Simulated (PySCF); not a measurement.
C$_{6}$H$_{11}$FSSi

Input file:

```
{"job": {"kind": "nmr", "xc": "PBE0", "basis": "pcSseg-1"}, "charge": 0, "multiplicity": 1}
C     -2.493694    -0.616996    -0.953973
C     -1.481409    -0.949604     0.112615
C     -1.050738     0.066086     1.126990
F     -0.922841    -0.307654     2.429763
C     -0.070653    -0.418969     0.097167
C      0.451526     0.541146    -0.944850
C      1.700753     1.232694    -0.400137
Si     2.776473    -0.107977     0.423706
S      1.227748    -1.575357     0.624261
H     -2.454868     0.435328    -1.223223
H     -3.495498    -0.842598    -0.594186
H     -2.307598    -1.209858    -1.847377
H     -1.566708    -1.958467     0.499498
H     -1.416630     1.086298     1.071378
H     -0.316736     1.271639    -1.205960
H      0.701781    -0.024674    -1.846157
H      2.221278     1.761548    -1.196590
H      1.405963     1.977060     0.341600
H      3.285482     0.298172     1.726540
H      3.801220    -0.647140    -0.461069
```

Run with:

```sh
OMP_NUM_THREADS=1 python probes_run.py task.json out
```

Geometry: GFN2-xTB.

All numbers below come from PySCF 2.14.0, PBE0/pcSseg-1, SCF density, gas phase, non-relativistic.

What can the converged electron density and electron localisation function tell about the bonding?

Answer. C–C (1.51 Å): the density is about 1.6 e/Å³ at the midpoint; the ELF peaks at about 0.85 between the atoms: a shared electron pair.
C–S (1.82 Å): ρ at the midpoint is about 1.2 e/Å³; the ELF peaks at about 0.90 between the atoms (a covalent bond).
C–Si (1.91 Å): the density is about 0.92 e/Å³ at the midpoint; the ELF peaks at about 0.95 between the atoms, as expected for a shared electron pair.
Si–S (2.14 Å): ρ at the midpoint is about 0.84 e/Å³; the ELF peaks at about 0.90 between the atoms (localised, covalent bonding).

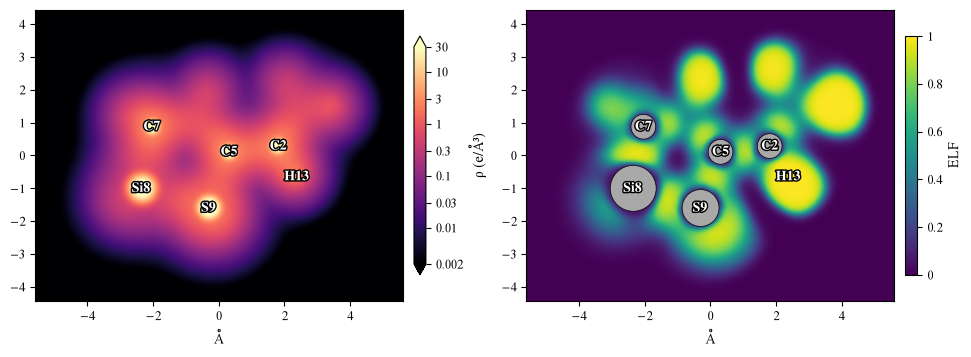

Computed electron density and electron localisation function on the plane of atoms C5, C2 and H13, in this order. Grey discs cover the atomic cores in the ELF map. 
